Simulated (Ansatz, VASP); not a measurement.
# Cross-check of SrTiO3 (Tausonite) between VASP and Ansatz

Aim: how closely do two programs agree when they are given the same cell, functional and k mesh?

Program: Ansatz 0.2.0. Level of theory: plane waves, with VASP 6.6.1 beside it; G0W0 gap at PBE. Results are calculated unless marked as measured.

### Step 1. Starting point

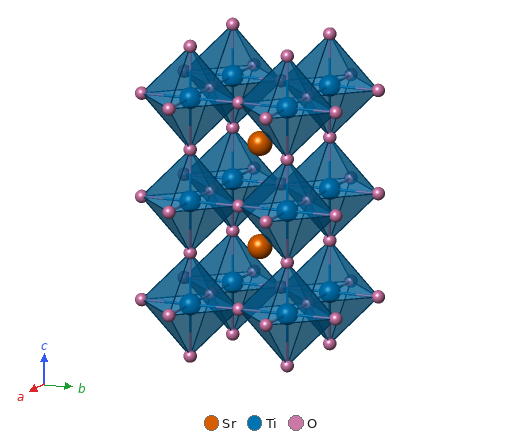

The cell as given, slightly off an axis (strontium orange, titanium blue, oxygen pink). 1×1×2 cells are drawn. Some periodic images of atoms are drawn too.

### Step 2. VASP: G0W0 gap, PBE

Quasiparticle shifts depend on high empty states and on the cores, so they are the hardest test of two PAW sets.

Lines of VASP's logs that name or quote its potential files are left out, and so is its time.

The input, INCAR:

```
SYSTEM = SrTiO3
PREC = Accurate
ENCUT = 440
ISMEAR = 0
SIGMA = 0.01
LREAL = .FALSE.
GGA = PE
NBANDS = 184
LASPH = .TRUE.
ALGO = EVGW0
NELMGW = 1
ENCUTGW = 120
NOMEGA = 48
PRECFOCK = Fast
NBANDSGW = 32
LWAVE = .FALSE.
LCHARG = .FALSE.
```

The input, POSCAR:

```
SrTiO3
1.0
    3.9818735631      0.0000000000      0.0000000000
    0.0000000000      3.9818735631      0.0000000000
    0.0000000000      0.0000000000      3.9818735631
Sr Ti O
1 1 3
Direct
    0.5000000000      0.5000000000      0.5000000000
    0.0000000000      0.0000000000      0.0000000000
    0.5000000000      0.0000000000      0.0000000000
    0.0000000000      0.5000000000      0.0000000000
    0.0000000000      0.0000000000      0.5000000000
```

The input, KPOINTS:

```
Automatic mesh
0
Gamma
4 4 4
0 0 0
```

The projector-augmented-wave data sets are Sr_sv_GW, Ti_sv_GW and O_GW (PBE family, release 64).

Launch:

```sh
mpirun -np 8 vasp_std
```

Numbers of over 12 decimals in the logs are rounded to 6 here.

The program printed:

```text
[banner, memory and clock lines left out]
running    8 mpi-ranks, on    1 nodes
 distrk:  each k-point on    8 cores,    1 groups
 distr:  one band on    1 cores,    8 groups

 POSCAR found type information on POSCAR SrTiO
 POSCAR found :  3 types and       5 ions
|                                                                             |
|           W    W    AA    RRRRR   N    N  II  N    N   GGGG   !!!           |
|           W    W   A  A   R    R  NN   N  II  NN   N  G    G  !!!           |
|           W    W  A    A  R    R  N N  N  II  N N  N  G       !!!           |
|           W WW W  AAAAAA  RRRRR   N  N N  II  N  N N  G  GGG   !            |
|           WW  WW  A    A  R   R   N   NN  II  N   NN  G    G                |
|           W    W  A    A  R    R  N    N  II  N    N   GGGG   !!!           |
|                                                                             |
|     For optimal performance we recommend to set                             |
|       NCORE = 2 up to number-of-cores-per-socket                            |
|     NCORE specifies how many cores store one orbital (NPAR=cpu/NCORE).      |
|     This setting can greatly improve the performance of VASP for DFT.       |
|     The default, NCORE=1 might be grossly inefficient on modern             |
|     multi-core architectures or massively parallel machines. Do your        |
|     Unfortunately you need to use the default for GW and RPA                |
|     calculations (for HF NCORE is supported but not extensively tested      |
|     yet).                                                                   |
|                                                                             |

|                                                                             |
|           W    W    AA    RRRRR   N    N  II  N    N   GGGG   !!!           |
|           W    W   A  A   R    R  NN   N  II  NN   N  G    G  !!!           |
|           W    W  A    A  R    R  N N  N  II  N N  N  G       !!!           |
|           W WW W  AAAAAA  RRRRR   N  N N  II  N  N N  G  GGG   !            |
|           WW  WW  A    A  R   R   N   NN  II  N   NN  G    G                |
|           W    W  A    A  R    R  N    N  II  N    N   GGGG   !!!           |
|                                                                             |
|     The default for ENCUTGWSOFT is different in this version of VASP.       |
|     please manually set ENCUTGWSOFT =120 in the INCAR file.                 |
|                                                                             |

 LDA part: xc-table for (Slater+PW92), standard interpolation
 found WAVECAR, reading the header
 POSCAR, INCAR and KPOINTS ok, starting setup
 FFT: planning ... GRIDC
 FFT: planning ... GRID_SOFT
 FFT: planning ... GRID
 reading WAVECAR
 the WAVECAR file was read successfully
 initial charge from wavefunction
 available memory per node:     53.81 GB, setting MAXMEM to     55097

 The Fermi energy was updated, please check that it is located mid-gap
 values below the HOMO (VB) or above the LUMO (CB) will cause erroneous energies
 E-fermi :   5.3830

 calculate exact exchange contribution
 the WAVEDER file was read successfully
|                                                                             |
|           W    W    AA    RRRRR   N    N  II  N    N   GGGG   !!!           |
|           W    W   A  A   R    R  NN   N  II  NN   N  G    G  !!!           |
|           W    W  A    A  R    R  N N  N  II  N N  N  G       !!!           |
|           W WW W  AAAAAA  RRRRR   N  N N  II  N  N N  G  GGG   !            |
|           WW  WW  A    A  R   R   N   NN  II  N   NN  G    G                |
|           W    W  A    A  R    R  N    N  II  N    N   GGGG   !!!           |
|                                                                             |
|     Automatic setting of frequency mesh for GW failed. Frequency mesh       |
|     properly not suitable for determining QP energies. Consider             |
|     increasing number of kpoints.                                           |
|                                                                             |

energies w=
    0.000    0.000    0.854    0.000    1.703    0.000    2.547    0.000
    3.380    0.000    4.201    0.000    5.008    0.000    5.801    0.000
    6.579    0.000    7.342    0.000    8.092    0.000    8.829    0.000
    9.556    0.000   10.275    0.000   10.987    0.000   11.696    0.000
   12.404    0.000   13.114    0.000   13.830    0.000   14.554    0.000
   15.291    0.000   16.045    0.000   16.820    0.000   17.623    0.000
   18.457    0.000   19.330    0.000   20.252    0.000   21.228    0.000
   22.273    0.000   23.399    0.000   24.620    0.000   25.960    0.000
   27.440    0.000   29.092    0.000   30.959    0.000   33.093    0.000
   35.565    0.000   38.471    0.000   41.948    0.000   46.191    0.000
   51.495    0.000   58.318    0.000   67.423    0.000   80.174    0.000
   99.272    0.000  130.925    0.000  193.304    0.000  372.102    0.000
 responsefunction array rank=     200
 LDA part: xc-table for (Slater+PW92), standard interpolation

 min. memory requirement per mpi rank    214.4 MB, per node   1715.1 MB

 allocating   6 responsefunctions rank=   200
 shmem allocating  48 responsefunctions rank=   200
 response function shared by NCSHMEM nodes    1
 Doing            6  frequencies on each core in blocks of           48
NQ=   1    0.0000    0.0000    0.0000,
|.........|.........|.........|.........|.........|.........|.........|.........
 performed        537000 updates of chi_q(r,r)
 total number of BLAS operations        137.80 Gflops
NQ=   2    0.2500    0.0000    0.0000,
|.........|.........|.........|.........|.........|.........|.........|.........
 performed       1451000 updates of chi_q(r,r)
 total number of BLAS operations        404.68 Gflops
NQ=   3    0.5000    0.0000    0.0000,
|.........|.........|.........|.........|.........|.........|.........|.........
 performed       2165000 updates of chi_q(r,r)
 total number of BLAS operations        615.32 Gflops
NQ=   4    0.2500    0.2500    0.0000,
|.........|.........|.........|.........|.........|.........|.........|.........
 performed       3244000 updates of chi_q(r,r)
 total number of BLAS operations        950.41 Gflops
NQ=   5    0.5000    0.2500    0.0000,
|.........|.........|.........|.........|.........|.........|.........|.........
 performed       4323000 updates of chi_q(r,r)
 total number of BLAS operations       1262.11 Gflops
NQ=   6    0.5000    0.5000    0.0000,
|.........|.........|.........|.........|.........|.........|.........|.........
 performed       5025000 updates of chi_q(r,r)
 total number of BLAS operations       1477.99 Gflops
NQ=   7    0.2500    0.2500    0.2500,
|.........|.........|.........|.........|.........|.........|.........|.........
 performed       5868000 updates of chi_q(r,r)
 total number of BLAS operations       1706.53 Gflops
NQ=   8    0.5000    0.2500    0.2500,
|.........|.........|.........|.........|.........|.........|.........|.........
 performed       6876000 updates of chi_q(r,r)
 total number of BLAS operations       1973.81 Gflops
NQ=   9    0.5000    0.5000    0.2500,
|.........|.........|.........|.........|.........|.........|.........|.........
 performed       7766000 updates of chi_q(r,r)
 total number of BLAS operations       2215.10 Gflops
NQ=  10    0.5000    0.5000    0.5000,
|.........|.........|.........|.........|.........|.........|.........|.........
 performed       8303000 updates of chi_q(r,r)
 total number of BLAS operations       2325.20 Gflops
 resolving degeneracies of screened two electron integrals

 calculate QP shifts <psi_nk| G(iteration)W_0 |psi_nk>: iteration 1
 entering main loop
```

From OUTCAR (step 2):

```text
ion  position               nearest neighbor table
   1  0.500  0.500  0.500-
   2  0.000  0.000  0.000-   3 1.99   4 1.99   5 1.99   5 1.99   4 1.99   3 1.99
   3  0.500  0.000  0.000-   2 1.99   2 1.99
   4  0.000  0.500  0.000-   2 1.99   2 1.99
   5  0.000  0.000  0.500-   2 1.99   2 1.99

  LATTYP: Found a simple cubic cell.
 ALAT       =     3.9818735631

 Subroutine GETGRP returns: Found 48 space group operations
 (whereof 48 operations were pure point group operations)

The static configuration has the point symmetry O_h .

 Found     10 irreducible k-points:

   k-points           NKPTS =     10   k-points in BZ     NKDIM =     64   number of bands    NBANDS=    184

   dimension x,y,z NGX =    28 NGY =   28 NGZ =   28
   dimension x,y,z NGXF=    56 NGYF=   56 NGZF=   56

   ENCUT  =  440.0 eV  32.34 Ry    5.69 a.u.   6.81  6.81  6.81*2*pi/ulx,y,z

   NELECT =      40.0000    total number of electrons

  energy-cutoff  :      440.00
  volume of cell :       63.13
      direct lattice vectors                 reciprocal lattice vectors
     3.981873563  0.000000000  0.000000000     0.251138060  0.000000000  0.000000000
     0.000000000  3.981873563  0.000000000     0.000000000  0.251138060  0.000000000
     0.000000000  0.000000000  3.981873563     0.000000000  0.000000000  0.251138060

 k-points in reciprocal lattice and weights: Automatic mesh
   0.00000000  0.00000000  0.00000000       0.016
   0.25000000  0.00000000  0.00000000       0.094
   0.50000000  0.00000000  0.00000000       0.047
   0.25000000  0.25000000  0.00000000       0.188
   0.50000000  0.25000000  0.00000000       0.188
   0.50000000  0.50000000  0.00000000       0.047
   0.25000000  0.25000000  0.25000000       0.125
   0.50000000  0.25000000  0.25000000       0.188
   0.50000000  0.50000000  0.25000000       0.094
   0.50000000  0.50000000  0.50000000       0.016

 E-fermi :   5.3830

 QP shifts <psi_nk| G(iteration)W_0 |psi_nk>: iteration 1
 for sc-GW calculations column KS-energies equals QP-energies in previous step
 and V_xc(KS)=  KS-energies - (<T + V_ion + V_H > + <T+V_H+V_ion>^1  + <V_x>^1)
 k-point   1 :       0.0000    0.0000    0.0000
  band No.  KS-energies  QP-energies   sigma(KS)   V_xc(KS)     V^pw_x(r,r')   Z            occupation Imag(sigma)
    ...
     17       3.4290       2.9844     -19.2756     -18.6523     -23.9186       0.7132       2.0000       0.4540
     18       4.1267       3.8002     -20.5072     -20.0589     -24.9129       0.7282       2.0000       0.3771
     19       4.1267       3.8002     -20.5072     -20.0589     -24.9129       0.7282       2.0000       0.3771
     20       4.1267       3.8002     -20.5072     -20.0589     -24.9129       0.7282       2.0000       0.3771
     21       6.2568       7.6439     -16.5618     -18.4586     -10.6946       0.7313       0.0000      -0.3356
     22       6.2568       7.6439     -16.5618     -18.4586     -10.6946       0.7313       0.0000      -0.3356
     23       6.2568       7.6439     -16.5618     -18.4586     -10.6946       0.7313       0.0000      -0.3356
     24       8.4202      10.2200     -19.3393     -21.8329     -13.4822       0.7218       0.0000      -0.3470
    ...

 k-point   2 :       0.2500    0.0000    0.0000
  band No.  KS-energies  QP-energies   sigma(KS)   V_xc(KS)     V^pw_x(r,r')   Z            occupation Imag(sigma)
    ...
     17       2.8998       2.4465     -18.9081     -18.2789     -23.3585       0.7205       2.0000       0.4743
     18       3.0396       2.5345     -18.3874     -17.6840     -22.9342       0.7182       2.0000       0.4797
     19       3.9041       3.5586     -20.2877     -19.8127     -24.6684       0.7274       2.0000       0.3850
     20       3.9041       3.5586     -20.2877     -19.8127     -24.6684       0.7274       2.0000       0.3850
     21       6.3251       7.7316     -16.7476     -18.6808     -10.7954       0.7275       0.0000      -0.3428
     22       7.2186       8.6199     -17.8491     -19.8250     -12.1380       0.7092       0.0000      -0.3842
     23       7.2186       8.6199     -17.8491     -19.8250     -12.1380       0.7092       0.0000      -0.3842
     24       8.4241      10.2228     -19.3569     -21.8537     -13.4952       0.7204       0.0000      -0.3480
    ...

 k-point   3 :       0.5000    0.0000    0.0000
  band No.  KS-energies  QP-energies   sigma(KS)   V_xc(KS)     V^pw_x(r,r')   Z            occupation Imag(sigma)
    ...
     17       2.2995       1.8542     -18.3138     -17.6931     -22.5291       0.7173       2.0000       0.5297
     18       2.7069       2.1535     -17.7728     -17.0041     -22.2962       0.7199       2.0000       0.5111
     19       3.7794       3.4101     -20.1966     -19.6883     -24.6524       0.7266       2.0000       0.3938
     20       3.7794       3.4101     -20.1966     -19.6883     -24.6524       0.7266       2.0000       0.3938
     21       6.3963       7.8219     -16.9526     -18.9250     -10.9083       0.7227       0.0000      -0.3511
     22       7.9970       9.4871     -18.7364     -20.8754     -12.5837       0.6967       0.0000      -0.4748
     23       7.9970       9.4871     -18.7364     -20.8754     -12.5837       0.6967       0.0000      -0.4748
     24       8.4273      10.2257     -19.3650     -21.8644     -13.4987       0.7195       0.0000      -0.3487
    ...

 k-point   4 :       0.2500    0.2500    0.0000
  band No.  KS-energies  QP-energies   sigma(KS)   V_xc(KS)     V^pw_x(r,r')   Z            occupation Imag(sigma)
    ...
     17       2.8998       2.4132     -18.7024     -18.0256     -23.2499       0.7189       2.0000       0.4834
     18       3.2171       2.7709     -19.1436     -18.5217     -23.6868       0.7175       2.0000       0.4614
     19       3.4441       3.0998     -19.9443     -19.4712     -24.0557       0.7279       2.0000       0.3872
     20       3.8209       3.4203     -19.5788     -19.0205     -24.1576       0.7174       2.0000       0.4284
     21       7.1792       8.5925     -17.7460     -19.7373     -11.9052       0.7098       0.0000      -0.3879
     22       7.3052       8.7245     -18.0490     -20.0621     -12.2506       0.7050       0.0000      -0.3957
     23       7.5640       9.0005     -17.5541     -19.5905     -11.3144       0.7054       0.0000      -0.4350
     24       8.9952      10.7316     -19.3494     -21.7791     -13.4799       0.7146       0.0000      -0.3783
    ...

[... 4 further parts left out ...]
```

[end of part 1 of 2]

[Lines on the potential files, build, host, timing and source positions are cut from VASP's logs without a mark.]

[Logs are printed without paths, hosts, clocks, repeated set-up lines and the standing remarks that a program may print on its own settings, such as how far it seeks lower states.]

[Hosts, paths, dates, database ids (printed as entryN), source tags and the programs' standing remarks are cut or masked in the printed files.]
